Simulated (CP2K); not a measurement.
**BLYP-D3(BJ)/DZVP-MOLOPT-SR-GTH (core potential) run of BBrF2 (SMILES FB(F)Br)**

What is the vertical singlet–triplet gap of BBrF2 at BLYP-D3(BJ)/DZVP-MOLOPT-SR-GTH (core potential)? 

The results are computed with CP2K 2026.2.

4 further runs of the same task are left out: 2 that didn't finish, 2 set aside as unsound or not needed.

## Step 1: Starting point

The species is BBrF2 (4 atoms), meant as a singlet with charge 0. As SMILES, `FB(F)Br`. The shape is that of a PBE0-D4/def2-TZVP optimisation.

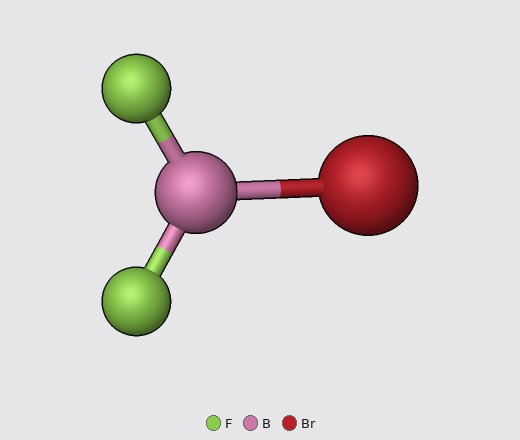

The structure, seen from a chosen angle (fluorine green, boron pink, bromine red).

## Step 2: A single-point energy at BLYP-D3(BJ)/DZVP-MOLOPT-SR-GTH (core potential)

molecule.inp

```
&FORCE_EVAL
   METHOD QUICKSTEP
   &DFT
      BASIS_SET_FILE_NAME BASIS_MOLOPT
      POTENTIAL_FILE_NAME GTH_POTENTIALS
      &QS
         METHOD GPW
         EPS_DEFAULT 1.0E-10
      &END QS
      &MGRID
         CUTOFF 400
         REL_CUTOFF 50
         NGRIDS 4
      &END MGRID
      &POISSON
         PERIODIC NONE
         POISSON_SOLVER MULTIPOLE
      &END POISSON
      &SCF
         SCF_GUESS ATOMIC
         EPS_SCF 1.0E-06
         MAX_SCF 100
         ADDED_MOS 3
         &DIAGONALIZATION
            ALGORITHM STANDARD
         &END DIAGONALIZATION
         &MIXING
            METHOD BROYDEN_MIXING
            ALPHA 0.3
            NBUFFER 4
         &END MIXING
      &END SCF
      &XC
         &XC_FUNCTIONAL BLYP
         &END XC_FUNCTIONAL
         &VDW_POTENTIAL
            POTENTIAL_TYPE PAIR_POTENTIAL
            &PAIR_POTENTIAL
               TYPE DFTD3(BJ)
               PARAMETER_FILE_NAME dftd3.dat
               REFERENCE_FUNCTIONAL BLYP
               R_CUTOFF 15
            &END PAIR_POTENTIAL
         &END VDW_POTENTIAL
      &END XC
      &PRINT
         &MOMENTS
            PERIODIC F
            REFERENCE COM
            MAX_MOMENT 1
         &END MOMENTS
         &MO ON
            ENERGIES T
            OCCUPATION_NUMBERS T
            NDIGITS 6
            &EACH
               QS_SCF 0
            &END EACH
            ADD_LAST NUMERIC
         &END MO
         &HIRSHFELD OFF
         &END HIRSHFELD
      &END PRINT
   &END DFT
   &SUBSYS
      &CELL
         ABC 9.8 9.1 7.4
         PERIODIC NONE
      &END CELL
      &COORD
         F     -0.215650    -1.366490    -0.109870
         B     -0.127940    -0.063330    -0.022770
         F     -1.212420     0.659630    -0.144250
         Br     1.556010     0.770190     0.276890
      &END COORD
      &TOPOLOGY
         &CENTER_COORDINATES
         &END CENTER_COORDINATES
      &END TOPOLOGY
      &KIND F
         BASIS_SET DZVP-MOLOPT-SR-GTH-q7
         POTENTIAL GTH-BLYP-q7
      &END KIND
      &KIND B
         BASIS_SET DZVP-MOLOPT-SR-GTH-q3
         POTENTIAL GTH-BLYP-q3
      &END KIND
      &KIND Br
         BASIS_SET DZVP-MOLOPT-SR-GTH-q7
         POTENTIAL GTH-BLYP-q7
      &END KIND
   &END SUBSYS
&END FORCE_EVAL

&GLOBAL
   PROJECT_NAME molecule
   RUN_TYPE ENERGY
   PRINT_LEVEL MEDIUM
&END GLOBAL
```

Command:

```bash
$ OMP_NUM_THREADS=1 cp2k.psmp -i molecule.inp -o molecule.out
```

Output:

```text
CP2K| version string:                                       CP2K version 2026.2
[...]
 GLOBAL| Method name                                                        CP2K
[...]
 GLOBAL| Run type                                                         ENERGY
[...]
 DFT| Spin restricted Kohn-Sham (RKS) calculation                            RKS
 DFT| Multiplicity                                                             1
[...]
 DFT| Charge                                                                   0
[...]
 FUNCTIONAL| BECKE88:
 FUNCTIONAL| LYP:
[...]
 QS| Method:                                                                 GPW
[...]
 QS| Density cutoff [a.u.]:                                                200.0
[...]
 QS| Relative density cutoff [a.u.]:                                        25.0
[...]
                             - Atoms:                                          4
[...]
                             - Spherical basis functions:                     52
[...]
 Number of electrons:                                                         24
[...]
     1 NoMix/Diag. 0.30E+00    0.5     1.57911576       -64.7374525168 -6.47E+01
[...]
    26 Broy./Diag. 0.30E+00    0.6     0.00000010       -64.8004414940 -1.26E-06
  *** SCF run converged in    26 steps ***
[...]
  Overlap energy of the core charge distribution:               0.00000347592871
  Self energy of the core charge distribution:               -162.91230651624986
  Core Hamiltonian energy:                                     44.62021899390380
  Hartree energy:                                              66.46379860151409
  Exchange-correlation energy:                                -12.96729125516272
  Dispersion energy:                                           -0.00486479395155
  Total energy:                                               -64.80044149401753
[...]
                     Mulliken Population Analysis
 #  Atom  Element  Kind  Atomic population                           Net charge
       1     F        1          7.161942                             -0.161942
       2     B        2          2.504454                              0.495546
       3     F        1          7.163706                             -0.163706
       4     Br       3          7.169898                             -0.169898
 # Total charge                             24.000000                 -0.000000
[...]
  Dipole moment [Debye]
    X=  0.2874452E+00 Y=  0.1367872E+00 Z=  0.4621645E-01  Total=      0.3216698
 ENERGY| Total FORCE_EVAL ( QS ) energy [hartree]            -64.800441494017534
[...]
```

Run time: 15 s. Hardware: 1 thread of Arm Neoverse V2, shared host; peak memory 0.85 GiB.

## Step 3: The triplet, same level

mol.inp

```
&GLOBAL
 PROJECT_NAME mol
 RUN_TYPE ENERGY
 PRINT_LEVEL MEDIUM
&END
&FORCE_EVAL
 METHOD QS
 &DFT
  BASIS_SET_FILE_NAME BASIS_MOLOPT
  POTENTIAL_FILE_NAME GTH_POTENTIALS
  CHARGE 0
  MULTIPLICITY 3
  UKS T
  &QS
   METHOD GPW
   EPS_DEFAULT 1.0E-10
  &END
  &MGRID
   CUTOFF 400
   REL_CUTOFF 50
   NGRIDS 4
  &END
  &POISSON
   PERIODIC NONE
   POISSON_SOLVER MULTIPOLE
  &END
  &SCF
   SCF_GUESS ATOMIC
   EPS_SCF 1.0E-06
   MAX_SCF 50
   &OT ON
    MINIMIZER DIIS
    PRECONDITIONER FULL_ALL
   &END
   &OUTER_SCF
    EPS_SCF 1.0E-06
    MAX_SCF 8
   &END
  &END
  &XC
   &XC_FUNCTIONAL BLYP
   &END
   &VDW_POTENTIAL
    POTENTIAL_TYPE PAIR_POTENTIAL
    &PAIR_POTENTIAL
     TYPE DFTD3(BJ)
     PARAMETER_FILE_NAME dftd3.dat
     REFERENCE_FUNCTIONAL BLYP
     R_CUTOFF 15
    &END
   &END
  &END
  &PRINT
   &MOMENTS
    PERIODIC F
    REFERENCE COM
    MAX_MOMENT 1
   &END
   &MO_CUBES
    NLUMO 5
    NHOMO -1
    WRITE_CUBE F
   &END
   &HIRSHFELD OFF
   &END
  &END
 &END
 &SUBSYS
  &CELL
   ABC [angstrom] 9.8 9.1 7.4
   PERIODIC NONE
  &END
  &COORD
   F     -0.215650    -1.366490    -0.109870
   B     -0.127940    -0.063330    -0.022770
   F     -1.212420     0.659630    -0.144250
   Br     1.556010     0.770190     0.276890
  &END
  &TOPOLOGY
   &CENTER_COORDINATES
   &END
  &END
  &KIND F
   BASIS_SET DZVP-MOLOPT-SR-GTH-q7
   POTENTIAL GTH-BLYP-q7
  &END
  &KIND B
   BASIS_SET DZVP-MOLOPT-SR-GTH-q3
   POTENTIAL GTH-BLYP-q3
  &END
  &KIND Br
   BASIS_SET DZVP-MOLOPT-SR-GTH-q7
   POTENTIAL GTH-BLYP-q7
  &END
 &END
&END
```

Command:

```bash
$ OMP_NUM_THREADS=1 cp2k.psmp -i mol.inp -o mol.out
```

Output:

```text
CP2K| version string:                                       CP2K version 2026.2
[...]
 GLOBAL| Method name                                                        CP2K
[...]
 GLOBAL| Run type                                                         ENERGY
[...]
 DFT| Spin unrestricted (spin-polarized) Kohn-Sham calculation               UKS
 DFT| Multiplicity                                                             3
[...]
 DFT| Charge                                                                   0
[...]
 FUNCTIONAL| BECKE88:
 FUNCTIONAL| LYP:
[...]
 QS| Method:                                                                 GPW
[...]
 QS| Density cutoff [a.u.]:                                                200.0
[...]
 QS| Relative density cutoff [a.u.]:                                        25.0
[...]
                             - Atoms:                                          4
[...]
                             - Spherical basis functions:                     52
[...]
 Number of electrons:                                                         13
[...]
     1 OT DIIS     0.15E+00    0.9     0.10499718       -62.5351042544 -6.25E+01
[...]
    20 OT DIIS     0.15E+00    1.1     0.00000093       -64.5509074424 -8.42E-10
  *** SCF run converged in    20 steps ***
[...]
  Overlap energy of the core charge distribution:               0.00000347592871
  Self energy of the core charge distribution:               -162.91230651624986
  Core Hamiltonian energy:                                     44.90298701647589
  Hartree energy:                                              66.43758436749118
  Exchange-correlation energy:                                -12.97431099213955
  Dispersion energy:                                           -0.00486479395155
  Total energy:                                               -64.55090744244518
[...]
                     Mulliken Population Analysis
 #  Atom  Element  Kind  Atomic population (alpha,beta) Net charge  Spin moment
       1     F        1         3.649387     3.504809    -0.154196     0.144579
       2     B        2         1.884499     0.998422     0.117079     0.886077
       3     F        1         3.649171     3.506133    -0.155304     0.143037
       4     Br       3         3.816943     2.990636     0.192421     0.826307
 # Total charge and spin       13.000000    11.000000    -0.000000     2.000000
[...]
  Dipole moment [Debye]
    X=  0.3024842E+01 Y=  0.1506175E+01 Z=  0.5478366E+00  Total=      3.4232087
[...]
 HOMO - LUMO gap [eV] :    0.260483
 ENERGY| Total FORCE_EVAL ( QS ) energy [hartree]            -64.550907442445180
[...]
```

It took 73 s on 1 thread of Arm Neoverse V2, shared host; peak memory 0.76 GiB.

## Step 4: Outcome

At BLYP-D3(BJ)/DZVP-MOLOPT-SR-GTH (core potential):

| quantity | value |
| --- | --- |
| singlet: total energy | -64.80044 Eh |
| singlet: dipole moment | 0.32 D |
| singlet: HOMO energy | -7.41 eV |
| singlet: LUMO energy | -1.15 eV |
| singlet: HOMO–LUMO gap | 6.26 eV |
| singlet: dispersion energy | -12.77 kJ/mol |
| triplet: total energy | -64.55091 Eh |
| triplet: dipole moment | 3.42 D |
| triplet: HOMO energy (highest over α and β) | -1.06 eV |
| triplet: dispersion energy | -12.77 kJ/mol |
| triplet: ⟨S²⟩ | 2.004 |
| vertical energy of the triplet above the singlet | 6.790 eV |

At this shape the triplet lies 6.79 eV (157 kcal/mol) above the singlet.
